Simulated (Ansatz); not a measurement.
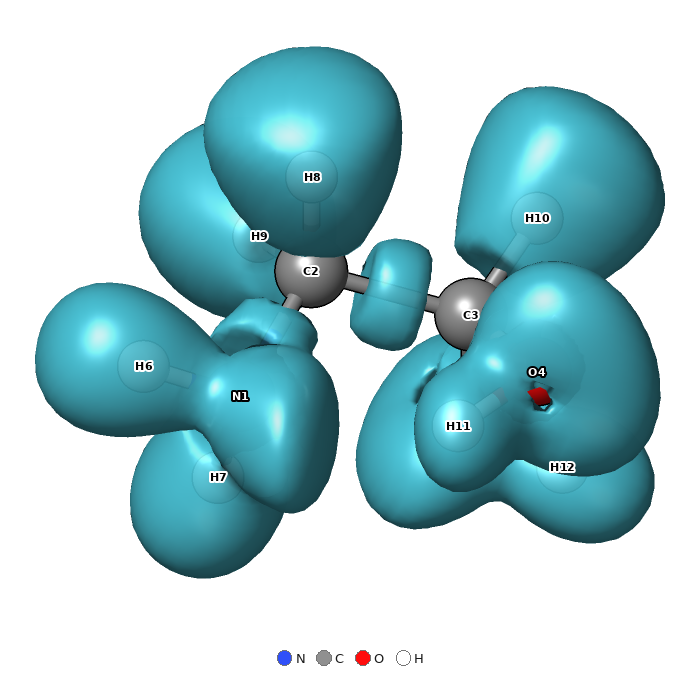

*C₂H₇NO₂ (SMILES NCC(O)O). Isosurface of the ELF at 0.75 (cyan), seen at a tilt. Core shells and regions of very low density are left out.*

Geometry: PBE0-D4/def2-TZVP.

Method: Ansatz 0.2.0, RKS PBE0-D4/def2-TZVPP.

```xyz
12

N    -1.2804    0.1271   -0.6815
C    -0.6400   -0.1367    0.5971
C     0.8591   -0.2002    0.3582
O     1.1512   -1.0469   -0.7019
O     1.2739    1.1236    0.0959
H    -2.2701   -0.0704   -0.6547
H    -1.1549    1.0960   -0.9448
H    -0.9689   -1.1130    0.9594
H    -0.8495    0.6077    1.3748
H     1.3844   -0.5951    1.2362
H     0.4149   -0.9162   -1.3246
H     2.1574    1.0689   -0.2801
```

What do the ELF domains correspond to?

The ELF exceeds this value in one region between bonded C–C atoms (shared pairs), three regions around hydrogen nuclei, one joined region spread over several atoms (H, N), in which their bonds and any lone pairs are merged and two joined regions spread over several atoms (H, O), in which their bonds and any lone pairs are merged. Along the contacts the grid gives the following. C–O (1.39 Å): the ELF peaks at about 0.90 between the atoms; a shared but strongly polarised pair. C–N (1.45 Å): the ELF peaks at about 0.90 between the atoms: a covalent bond.
